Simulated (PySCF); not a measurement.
# NF3 (nitrogen trifluoride): levels of theory compared

Aim: a comparison of 6 runs (HF/STO-3G, HF/3-21G, B3LYP/6-31G*, B2PLYP/cc-pVTZ, wB97M-V/cc-pVTZ, SCS-MP2/cc-pVTZ) of NF3 (nitrogen trifluoride). Input form: a Python script.

The results are computed with PySCF 2.14.0.

1 further run of the same task is left out (set aside as unsound or not needed).

**1. The structure to begin with**

The species is NF3 (4 atoms), meant as a singlet with charge 0. As SMILES, `FN(F)F`. The shape is that of a GFN2-xTB optimisation.

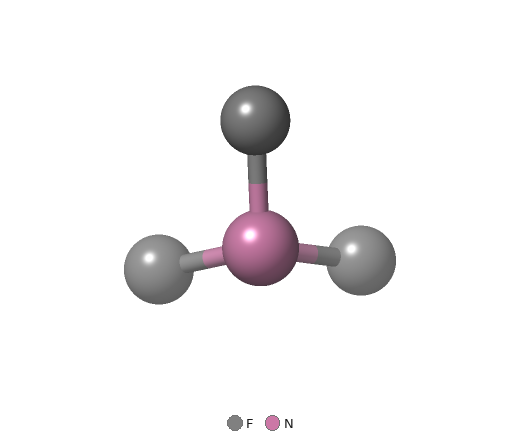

The structure, seen from a chosen angle (fluorine grey, nitrogen pink).

**2. A single-point energy at HF/STO-3G (run 1)**

run.py reads:

```python
# FN(F)F
from pyscf import gto, scf

mol = gto.M(
    atom='F 0.623050 -0.000560 1.070480; N 0.341300 -0.071640 -0.257040; F -0.635810 -1.014280 -0.318110; F -0.328540 1.086490 -0.495330',
    max_memory=1860,
    verbose=3,
    basis='sto-3g',
    charge=0,
)

myscf = scf.RHF(mol)
myscf.conv_tol = 1e-10
myscf.kernel()
if not myscf.converged:
    myscf = myscf.newton().run(myscf.mo_coeff, myscf.mo_occ)

energy = myscf.e_tot
print('E(%s) = %.9f' % ('HF', energy))
```

On the command line:

```
$ OMP_NUM_THREADS=1 python run.py
```

What it wrote:

```text
converged SCF energy = -347.751881802412
E(HF) = -347.751881802
```

Wall time 1.4 s (1 thread of Intel Xeon at 2.50GHz (Skylake/Cascade Lake), shared host); peak memory 0.1 GiB.

**3. The energy at HF/3-21G (run 2)**

calc.py reads:

```python
from pyscf import gto, scf

mol = gto.M(
    atom=[
    ('F', (0.623050, -0.000560, 1.070480)),
    ('N', (0.341300, -0.071640, -0.257040)),
    ('F', (-0.635810, -1.014280, -0.318110)),
    ('F', (-0.328540, 1.086490, -0.495330)),
],
    basis='3-21g',
    verbose=3,
    charge=0,
    max_memory=1860,
)

myscf = scf.RHF(mol)
myscf.conv_tol = 1e-10
myscf.kernel()
if not myscf.converged:
    myscf = myscf.newton().run(myscf.mo_coeff, myscf.mo_occ)

etot = myscf.e_tot
print('Final energy', etot)
```

On the command line:

```
$ OMP_NUM_THREADS=1 python calc.py
```

What it wrote:

```text
converged SCF energy = -350.628038918447
Final energy -350.62803891844703
```

Wall time 1.5 s (1 thread of Intel Xeon at 2.50GHz (Skylake/Cascade Lake), shared host); peak memory 0.1 GiB.

Runs 3 to 4 aren't shown in full; the table further down has their settings and results.

**4. The energy at wB97M-V/cc-pVTZ (run 5)**

job.py reads:

```python
from pyscf import gto, dft

mol = gto.Mole()
mol.atom = 'F 0.623050 -0.000560 1.070480; N 0.341300 -0.071640 -0.257040; F -0.635810 -1.014280 -0.318110; F -0.328540 1.086490 -0.495330'
mol.verbose = 3
mol.basis = 'cc-pvtz'
mol.max_memory = 1860
mol.spin = 0
mol.build()

mf = dft.RKS(mol)
mf.xc = 'wb97m-v'
mf.conv_tol = 1e-10
mf.grids.level = 5
mf.nlcgrids.level = 1
mf.kernel()
if not mf.converged:
    mf = mf.newton().run(mf.mo_coeff, mf.mo_occ)

etot = mf.e_tot
print('Final energy', etot)
```

On the command line:

```
$ OMP_NUM_THREADS=1 python job.py
```

What it wrote:

```text
converged SCF energy = -354.140894192378
Final energy -354.14089419237837
```

Wall time 2.5 min (1 thread of Intel Xeon at 2.50GHz (Skylake/Cascade Lake), shared host); peak memory 0.71 GiB.

**5. The energy at SCS-MP2/cc-pVTZ (run 6)**

input.py reads:

```python
from pyscf import gto, mp

mol = gto.M(
    atom='''
F      1.177394    -0.001058     2.022914
N      0.644964    -0.135380    -0.485735
F     -1.201507    -1.916711    -0.601141
F     -0.620851     2.053169    -0.936038
''',
    basis='cc-pvtz',
    max_memory=1860,
    verbose=3,
    unit='bohr',
)

mf = mol.RHF()
mf.conv_tol = 1e-10
mf.kernel()
if not mf.converged:
    mf = mf.newton().run(mf.mo_coeff, mf.mo_occ)

pt = mp.MP2(mf, frozen=4).run()
energy = mf.e_tot + 1.2 * pt.e_corr_os + pt.e_corr_ss / 3
print('E = %.10f Eh' % energy)
```

On the command line:

```
$ OMP_NUM_THREADS=1 python input.py
```

What it wrote:

```text
converged SCF energy = -352.678248509086
E(RMP2) = -353.642648531408  E_corr = -0.964400022321699
E(SCS-RMP2) = -353.616205117966  E_corr = -0.937956608879766
E = -353.6162051180 Eh
```

Wall time 9.6 s (1 thread of Intel Xeon at 2.50GHz (Skylake/Cascade Lake), shared host); peak memory 0.4 GiB.

**6. Overview of the runs**

| run | level | integration grid | frozen core orbitals | energy (Eh) | dipole moment (D) of the reference | HOMO energy (eV) | LUMO energy (eV) | wall time |
| --- | --- | --- | --- | --- | --- | --- | --- | --- |
| 1 | HF/STO-3G | – | – | -347.751882 | 0.44 | -10.47 | 13.02 | 1.4 s |
| 2 | HF/3-21G | – | – | -350.628039 | 0.27 | -14.62 | 7.25 | 1.5 s |
| 3 | B3LYP/6-31G* (spherical functions) | 5 | – | -354.065036 | 0.03 | -9.16 | 1.23 | 16 s |
| 4 | B2PLYP/cc-pVTZ | 5 | 4 | -354.026514 | 0.16 | -11.86 | 3.22 | 39 s |
| 5 | wB97M-V/cc-pVTZ | 5 | – | -354.140894 | 0.08 | -12.39 | 3.76 | 2.5 min |
| 6 | SCS-MP2/cc-pVTZ | – | 4 | -353.616205 | 0.28 | -14.94 | 6.84 | 9.6 s |

**7. Results**

| quantity | value |
| --- | --- |
| run 6: total energy | -353.61621 Eh |
| run 6: dipole moment (Hartree–Fock density) | 0.28 D |
| run 6: HOMO energy (Hartree–Fock orbitals) | -14.94 eV |
| run 6: LUMO energy (Hartree–Fock orbitals) | 6.84 eV |
| run 6: HOMO–LUMO gap (Hartree–Fock orbitals) | 21.77 eV |
| run 6: correlation energy (4 core orbitals frozen) | -938.0 mEh |

Over runs 1, 2, 3, 4, 5 the dipole moment (its size) runs from 0.03 D (B3LYP/6-31G*) to 0.44 D (HF/STO-3G). The two ends differ in method and basis. Over runs 1, 2, 3, 4, 5 the HOMO–LUMO gap runs from 10.39 eV (B3LYP/6-31G*) to 23.49 eV (HF/STO-3G). Totals of different functionals can't be ranked against each other. In run 1 the basis is minimal, so the values are rough. All runs together took 3.6 min, the longest 2.5 min.
